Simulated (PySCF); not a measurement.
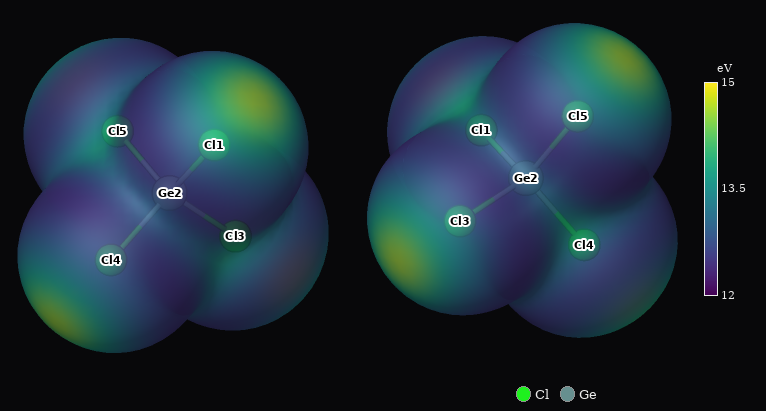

Figure. Cl4Ge, SMILES `Cl[Ge](Cl)(Cl)Cl`. Average local ionisation energy on the surface of electron density 0.001 a.u. (back view left, front view right).

Level of theory: M06-2X/def2-TZVP (PySCF), at a geometry from GFN2-xTB. No frequency check shows the geometry to be a minimum. GFN2-xTB bond lengths at metals and heavier atoms can be off by up to 0.1 Å and shapes distorted, which carries into these values.

Input

```python
import numpy as np
from pyscf import gto, scf, dft
from pyscf.scf import atom_ks, atom_hf
from scipy.linalg import block_diag

def solve(mol, dm0=None, hcore=None):
    mf = (dft.UKS if mol.spin else dft.RKS)(mol, xc='m062x')
    mf.grids.level = 3
    mf = mf.density_fit(auxbasis='def2-universal-jkfit')
    mf.conv_tol, mf.max_cycle = 1e-8, 80
    if hcore is not None:
        mf.get_hcore = lambda *args: hcore
    mf.kernel(dm0)
    if not mf.converged:
        mf = mf.newton().run(mf.mo_coeff, mf.mo_occ, max_cycle=30)
    assert mf.converged, 'SCF not converged'
    return mf

mol = gto.M(atom='''
Cl     1.22826     0.67457     1.60045
Ge    -0.00022     0.00027     0.00032
Cl     1.22873    -0.67433    -1.60059
Cl    -1.22801    -1.60119     0.67410
Cl    -1.22857     1.60045    -0.67456
''', basis='def2-tzvp', charge=0, spin=0, verbose=4)
mf = solve(mol)
mf.analyze()
# spherically averaged free atoms, for the promolecule
atm = atom_ks.get_atm_nrks(mol, xc='m062x')
pro = block_diag(*[(atm[a[0]][2] * atm[a[0]][3]) @ atm[a[0]][2].T for a in mol._atom])
np.savez('result.npz', e=mf.e_tot, c=mf.mo_coeff, occ=mf.mo_occ, eps=mf.mo_energy, pro=pro, dip=mf.dip_moment(verbose=0), s2=mf.spin_square()[0])
```

Command:

```sh
OMP_NUM_THREADS=1 python input.py
```

The run took 24 s on 1 thread of Intel(R) Xeon(R) 6975P-C (Granite Rapids) (shared host), peak memory 0.83 GiB.

Partitions, critical points and surface values were worked out afterwards from this run's density.

Question: Where are the most loosely bound electrons on this surface?

Answer: The lowest value is 12.5 eV, 2.1 Å from Cl3, and at like points elsewhere. For comparison, the highest occupied orbital lies at −11.1 eV.
